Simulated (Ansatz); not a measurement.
# triplet SiHBr at 5 levels

Wanted: a comparison of 5 runs (UHF/STO-3G, UBHLYP/STO-3G, UCAM-B3LYP/STO-3G, UPBE0/STO-3G, RPA@PBE/STO-3G) of triplet SiHBr. 

The results are computed with Ansatz 0.2.0.

57 further runs of the same task are left out: 11 that didn't finish, 46 set aside as unsound or not needed.

## 1. Starting point

SiHBr: 3 atoms, total charge 0, spin state triplet. As SMILES of the parent species, `[SiH]Br`. The coordinates come from a PBE0-D4/def2-TZVP relaxation. That shape belongs to the parent species and isn't relaxed for this state.

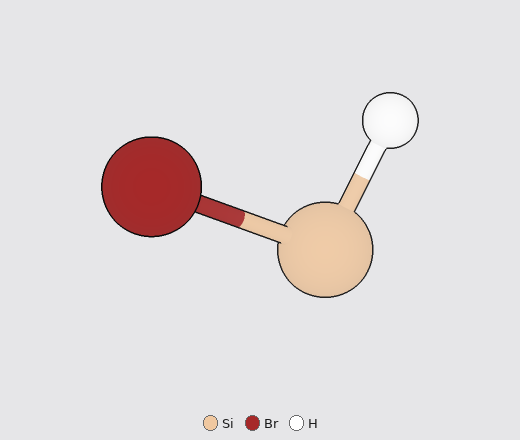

The structure, seen from a chosen angle (silicon light orange, bromine red, hydrogen white).

## 2. The energy at UHF/STO-3G (run 1)

Contents of in.yaml:

```yaml
crystal:
  periodic: [false, false, false]
  atoms:
    - {symbol: Si, position_ang: [-0.624700, 0.521900, -0.296100]}
    - {symbol: Br, position_ang: [1.340900, 0.401500, 0.781400]}
    - {symbol: H, position_ang: [-0.727100, -0.988300, -0.498600]}
basis:
  gaussian: {orbitals: STO-3G}
hamiltonian: {xc: hf}
magnetization: {spin_polarized: true, initial_magnetization: 2}
accuracy: high
```

Started as:

```
$ ansatz run in.yaml --threads 1 --pin off --max-ram 2610MiB --events-out events.jsonl --progress --plain --runs-dir runs
```

The log of the run:

```text
Warning: RAYON_NUM_THREADS=1 ignored (pool sized by the plan → 1); use --threads N
Functional definition: HF
  name "HF"
  exchange = exact_x
  correlation = 0
394 factors; integrals over basis functions are off by at most 5.6e-8 eV
mean field evaluation 1: about -77028.5091 eV, gradient 6.6e0 eV
mean field evaluation 2: about -77028.5483 eV, gradient 6.5e0 eV
mean field evaluation 4: about -77029.3048 eV, gradient 1.1e0 eV
mean field evaluation 8: about -77029.3698 eV, gradient 5.5e-4 eV
mean field evaluation 16: about -77029.3688 eV, gradient 9.7e-9 eV
mean field -77029.36879171 eV, -2830.7770907139 hartree, gradient 9.7e-9 eV, S^2 2.003180; 0 other end points of the search recorded, 0 dependent functions left out
reference -77029.36879171 eV, -2830.7770907139 hartree; 26, 24 occupied and 2, 4 virtual orbitals, 394 factors
Total energy: -77029.36879171 eV, -2830.7770907139 hartree
```

Run time: 0.26 s. Hardware: 1 thread of Arm Neoverse V1, shared host.

## 3. A single-point energy at UBHLYP/STO-3G (run 2)

Contents of run.yaml:

```yaml
crystal:
  periodic: [false, false, false]
  atoms:
    - {symbol: Si, position_ang: [-0.624700, 0.521900, -0.296100]}
    - {symbol: Br, position_ang: [1.340900, 0.401500, 0.781400]}
    - {symbol: H, position_ang: [-0.727100, -0.988300, -0.498600]}
basis:
  gaussian:
    orbitals: STO-3G
magnetization:
  spin_polarized: true
  initial_magnetization: 2
hamiltonian:
  xc: {name: BHLYP}
accuracy: high
```

Started as:

```
$ ansatz run run.yaml --threads 1 --pin off --max-ram 2610MiB --events-out events.jsonl --progress --plain --runs-dir runs
```

The log of the run:

```text
Warning: RAYON_NUM_THREADS=1 ignored (pool sized by the plan → 1); use --threads N
Functional definition: BHLYP
  name "BHLYP"
  parameter a = 0.5
  exchange = (1 - a)*b88_x + a*exact_x
  correlation = lyp_c
394 factors; integrals over basis functions are off by at most 5.6e-8 eV
mean field evaluation 1: about -77082.4736 eV, gradient 6.6e0 eV
mean field evaluation 2: about -77082.8554 eV, gradient 4.1e0 eV
mean field evaluation 4: about -77083.0619 eV, gradient 1.9e-1 eV
mean field evaluation 8: about -77083.0721 eV, gradient 5.3e-3 eV
mean field evaluation 16: about -77083.0721 eV, gradient 2.3e-6 eV
mean field -77083.07205150 eV, -2832.7506491098 hartree, gradient 4.0e-8 eV, S^2 2.002533; 0 other end points of the search recorded, 0 dependent functions left out
reference -77083.07206845 eV, -2832.7506497326 hartree; 26, 24 occupied and 2, 4 virtual orbitals, 394 factors
Total energy: -77083.07206845 eV, -2832.7506497326 hartree
```

It took 1.9 s on 1 thread of Arm Neoverse V1, shared host; peak memory 0.13 GiB.

Run 3 isn't shown in full; the table further down has it.

## 4. The energy at UPBE0/STO-3G (run 4)

Contents of run.yaml:

```yaml
crystal:
  periodic: [false, false, false]
  atoms:
    - symbol: Si
      position_ang: [-0.624700, 0.521900, -0.296100]
    - symbol: Br
      position_ang: [1.340900, 0.401500, 0.781400]
    - symbol: H
      position_ang: [-0.727100, -0.988300, -0.498600]
basis:
  gaussian:
    orbitals: STO-3G
magnetization:
  spin_polarized: true
  initial_magnetization: 2
hamiltonian:
  xc: {name: PBE0}
accuracy: high
```

Started as:

```
$ ansatz run run.yaml --threads 1 --pin off --max-ram 2610MiB --events-out events.jsonl --progress --plain --runs-dir runs
```

The log of the run:

```text
Warning: RAYON_NUM_THREADS=1 ignored (pool sized by the plan → 1); use --threads N
Functional definition: PBE0
  name "PBE0"
  parameter a = 0.25
  parameter kappa = 0.804
  parameter beta = 0.06672455060314922
  exchange = (1 - a)*pbe_x(kappa = kappa, mu = beta*pi^2/3) + a*exact_x
  correlation = pbe_c(beta = beta)
394 factors; integrals over basis functions are off by at most 5.6e-8 eV
mean field evaluation 1: about -77070.1961 eV, gradient 6.8e0 eV
mean field evaluation 2: about -77070.0347 eV, gradient 7.9e0 eV
mean field evaluation 4: about -77070.7352 eV, gradient 1.9e-1 eV
mean field evaluation 8: about -77070.7298 eV, gradient 3.2e-3 eV
mean field evaluation 16: about -77070.7298 eV, gradient 3.9e-7 eV
mean field -77070.72983175 eV, -2832.2970808997 hartree, gradient 6.1e-8 eV, S^2 2.002066; 0 other end points of the search recorded, 0 dependent functions left out
reference -77070.72983296 eV, -2832.2970809444 hartree; 26, 24 occupied and 2, 4 virtual orbitals, 394 factors
Total energy: -77070.72983296 eV, -2832.2970809444 hartree
```

Wall time 2 s (1 thread of Arm Neoverse V1, shared host); peak memory 0.13 GiB.

## 5. The energy at RPA@PBE/STO-3G (run 5)

Contents of in.yaml:

```yaml
crystal:
  periodic: [false, false, false]
  atoms:
    - symbol: Si
      position_ang: [-0.624700, 0.521900, -0.296100]
    - symbol: Br
      position_ang: [1.340900, 0.401500, 0.781400]
    - symbol: H
      position_ang: [-0.727100, -0.988300, -0.498600]
basis:
  gaussian:
    orbitals: STO-3G
magnetization:
  spin_polarized: true
  initial_magnetization: 2
hamiltonian:
  xc: pbe
correlation:
  method: rpa
  frozen_orbitals: {Br: 9, H: 0, Si: 5}
accuracy: high
```

Started as:

```
$ ansatz run in.yaml --threads 1 --pin off --max-ram 2610MiB --events-out events.jsonl --progress --plain --runs-dir runs
```

The log of the run, cut to the lines that bear on the results:

```text
Warning: RAYON_NUM_THREADS=1 ignored (pool sized by the plan → 1); use --threads N
Functional definition: PBE
  name "PBE"
[...]
394 factors; integrals over basis functions are off by at most 5.6e-8 eV
[...]
mean field -77063.41874748 eV, -2832.0284035084 hartree, gradient 2.5e-9 eV, S^2 2.001562; 1 other end points of the search recorded, 0 dependent functions left out
14 core orbitals not correlated: weight in the atoms' cores, before any rotation towards them, 0.999 or more for the frozen orbitals, at most 0.000 for the correlated occupied ones
reference -77028.79467848 eV, -2830.7559924417 hartree; 12, 10 occupied and 2, 4 virtual orbitals, 394 factors
Total energy: -77031.08084165 eV, -2830.8400073887 hartree
```

Run time: 2.6 s. Hardware: 1 thread of Arm Neoverse V1, shared host; peak memory 0.13 GiB.

## 6. Overview of the runs

```
run              level  frozen core orbitals   energy (Eh)   ⟨S²⟩  wall time
  1         UHF/STO-3G                     –  -2830.777091  2.003     0.26 s
  2      UBHLYP/STO-3G                     –  -2832.750650  2.003      1.9 s
  3  UCAM-B3LYP/STO-3G                     –  -2832.678069  2.002      2.3 s
  4       UPBE0/STO-3G                     –  -2832.297081  2.002        2 s
  5     RPA@PBE/STO-3G                    14  -2830.840007  2.002      2.6 s
```

## 7. What came out

```
                                quantity           value
                     run 5: total energy  -2830.84001 Eh
 run 5: RPA correlation energy (valence)       -84.0 mEh
run 5: ⟨S²⟩ of the reference determinant           2.002
```

What this shows: Totals of different functionals can't be ranked against each other. In runs 1, 2, 3, 4, 5 the basis is minimal, so the values are rough. All runs together took 9.1 s, the longest 2.6 s.
